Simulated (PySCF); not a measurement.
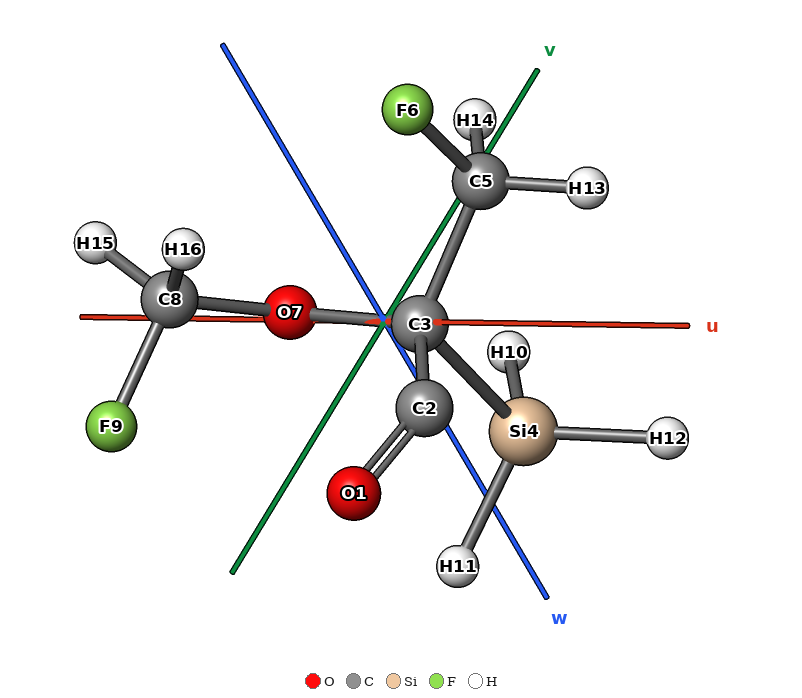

The lines u, v and w are the principal axes of the g tensor. Charge 0, doublet. Computed geometry: GFN2-xTB optimisation. No frequency run is at hand to confirm it as a minimum. Level of theory: UKS B3LYP, pcH-1 on C F H O Si, non-relativistic, mean-field spin-orbit, GIAO (PySCF 2.14.0).

### Along which axis does g lie farthest from the free-electron value?

Along v: the shift is −6522 ppm.

Give the principal values and shifts.

```tsv
axis	g	shift (ppm)
u	2.00202	−297
v	1.99580	−6522
w	2.00475	2428
```

The geometry is semi-empirical. Around Si such bond lengths and angles can be off by a tenth of an ångström or more and by several degrees, and values that hang on the shape move with them.
